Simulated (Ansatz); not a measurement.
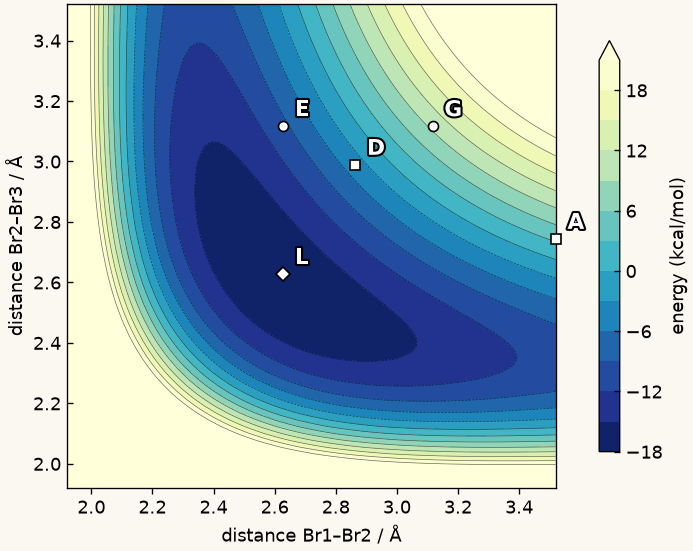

The system Br⁻ + Br₂. Coordinates scanned: (1) distance Br1–Br2; (2) distance Br2–Br3. Nothing is relaxed (the angle Br1–Br2–Br3 is fixed at 180 degrees). The grid has 16 × 16 points; 136 points were computed and 120 follow by symmetry. All energies are given in kcal/mol relative to Br with charge -1 far from the relaxed BrBr (each part in its own basis). The reference is spin-restricted, so regions where a bond is pulled apart into radicals lie too high. Theory: Ansatz, RHF/def2-SVPD.

Drawn: filled contours, one colour for all values above the top of the scale, lettered points. Between grid points the surface is interpolated.

Q: Is E the lowest point of the computed grid?

A: No. E lies 8 kcal/mol above the lowest grid point, which is at distance Br1–Br2 = 2.627 Å, distance Br2–Br3 = 2.627 Å.

Q: What kind of point is each of D, E, G, L: minimum, saddle, maximum or slope?

A: D: on a slope; E: on a slope; G: on a slope; L: minimum. (In these two coordinates alone; a stationary point may lie a little off the grid point.)
